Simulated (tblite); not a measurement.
**Run report: C$_{6}$H$_{6}$ClGeN$_{3}$, frequency calculation**

The run: frequency calculation of C$_{6}$H$_{6}$ClGeN$_{3}$, SMILES Clc1cccc2c1nn[n]2[GeH3]. Method and program: GFN2-xTB harmonic vibrations, gas phase (tblite 0.8.0).

It belongs to a series of runs on one base structure; here: H replaced by Cl.

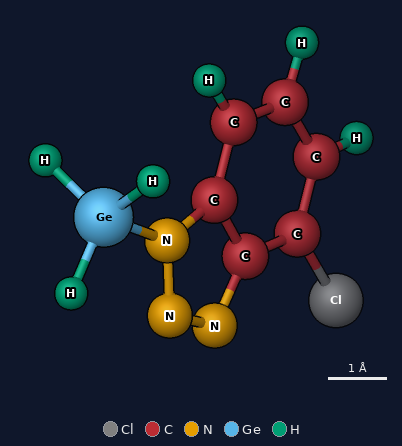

The structure (ball-and-stick view, seen at a tilt). Sticks mark near contacts. Bond lengths as drawn: C–C 1.38 to 1.42 Å, C–Cl 1.72 Å, C–H 1.08 Å, C–N 1.36 Å, Ge–H 1.48 to 1.50 Å, Ge–N 1.84 Å and N–N 1.26 to 1.35 Å.

### Summary

- outcome: converged
- total energy: −847.4695 eV
- zero-point energy: 65.9290 kcal/mol
- hardware: 1 CPU thread, shared host
- wall time: 1.4 s
- peak memory: 0.18 GiB

### Input
```
{"job": {"kind": "ir", "xc": "GFN2-xTB", "basis": "xTB"}, "charge": 0, "multiplicity": 1}
Cl    -2.850326     2.699044    -0.251623
C     -1.972223     1.238476    -0.048533
C     -2.606664     0.053818     0.255758
C     -1.890811    -1.138917     0.422693
C     -0.522244    -1.195218     0.294273
C      0.120282    -0.001507    -0.011943
C     -0.581207     1.217138    -0.186930
N      0.340592     2.176811    -0.473719
N      1.487441     1.649867    -0.482821
N      1.423725     0.326932    -0.209251
Ge     3.026314    -0.576058    -0.193894
H     -3.679166     0.045994     0.367536
H     -2.440750    -2.037185     0.658434
H      0.034600    -2.112399     0.420606
H      4.000534     0.490999    -0.511923
H      3.177027    -1.173377     1.169053
H      2.925878    -1.652387    -1.227625
```

The first line tells a small driver script what to run in tblite; the rest is the geometry in Å.

Command:
```bash
OMP_NUM_THREADS=1 python <driver script> task.json out
```

### Log
```
mode    cm-1     km/mol
  1      54.2      0.67
  2      74.1      0.41
  3      85.3      0.82
  4     148.9      0.35
  5     176.5      0.89
  6     220.8      0.67
  7     266.2      0.46
  8     285.3     27.36
  9     379.0      1.96
 10     473.4     13.61
 11     494.2      2.80
 12     543.8     22.82
 13     565.3     39.50
 14     569.0     68.71
 15     610.4     55.95
 16     642.2     16.39
 17     661.8      5.49
 18     724.5      0.02
 19     730.9    330.00
 20     789.1      5.58
 21     794.4    134.86
 22     826.2    142.60
 23     841.5      1.97
 24     870.3      0.25
 25     914.2      0.20
 26     936.0     53.71
 27    1043.0    112.13
 28    1083.2     88.80
 29    1093.1     32.82
 30    1164.3      0.98
 31    1188.5      0.77
 32    1268.4      7.99
 33    1300.1     44.59
 34    1343.9     61.23
 35    1355.6      7.40
 36    1434.5     50.40
 37    1480.7     48.41
 38    1564.2     34.26
 39    1603.4     26.45
 40    2004.0    102.10
 41    2063.6    404.69
 42    2175.0    234.94
 43    3068.5     20.58
 44    3095.7     25.83
 45    3110.8      9.99
```

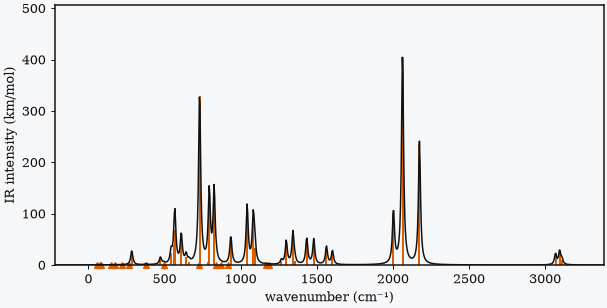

Harmonic infrared spectrum, unscaled: sticks (degenerate modes added up, dark ones marked on the axis) with a Lorentzian envelope of 16 cm⁻¹ full width, scaled to the tallest stick. 45 modes from 54 to 3111 cm⁻¹, none imaginary. The strongest line is at 2064 cm⁻¹ (405 km/mol).
